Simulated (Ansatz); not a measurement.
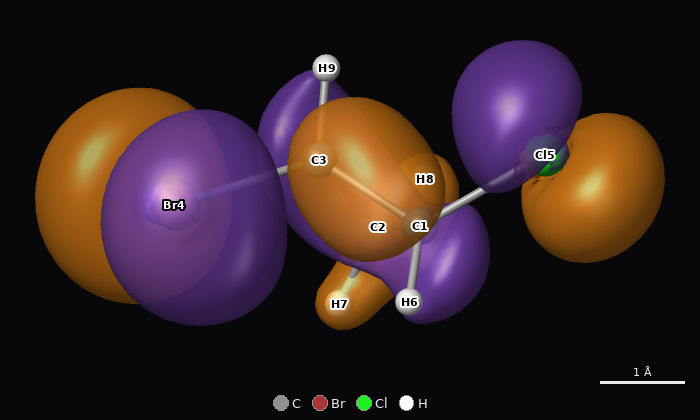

The picture shows: C3H4BrCl. The HOMO at ±0.08 Å⁻³ᐟ² (orange and purple are the two phases), seen from one side.

Geometry: PBE-D3(BJ)/def2-SVP.

Level of theory: isolated molecule in a Gaussian basis; Kohn-Sham density functional theory, functional PBE0 in Ansatz.

The calculation's input:

```
crystal:
  periodic: [false, false, false]
  atoms:
    - symbol: C
      position_ang: [-0.803871, 1.660601, -1.313004]
    - symbol: C
      position_ang: [-1.621368, 0.447536, -0.940319]
    - symbol: C
      position_ang: [-1.946114, 1.797224, -0.351742]
    - symbol: Br
      position_ang: [-1.595490, 2.170699, 1.506981]
    - symbol: Cl
      position_ang: [-0.947467, 2.371816, -2.928677]
    - symbol: H
      position_ang: [0.220238, 1.739985, -0.916924]
    - symbol: H
      position_ang: [-1.134039, -0.305800, -0.301770]
    - symbol: H
      position_ang: [-2.330131, 0.048018, -1.682798]
    - symbol: H
      position_ang: [-2.850921, 2.316049, -0.701999]
basis:
  gaussian:
    orbitals: def2-TZVPD
hamiltonian:
  xc: {name: PBE0}
output: {forces: true, orbitals: {seedname: orbitals}}
```

Command:

```sh
ansatz run input.yaml --threads 2 --pin off --max-ram 5220MiB --events-out events.jsonl --progress --plain --runs-dir runs
```

**Describe this orbital and give its energy.**

It lies mainly on Br4 (about 50 %), Cl5 (about 20 %), C3 (about 10 %) and C1 (about 10 %). Its energy is −7.81 eV.
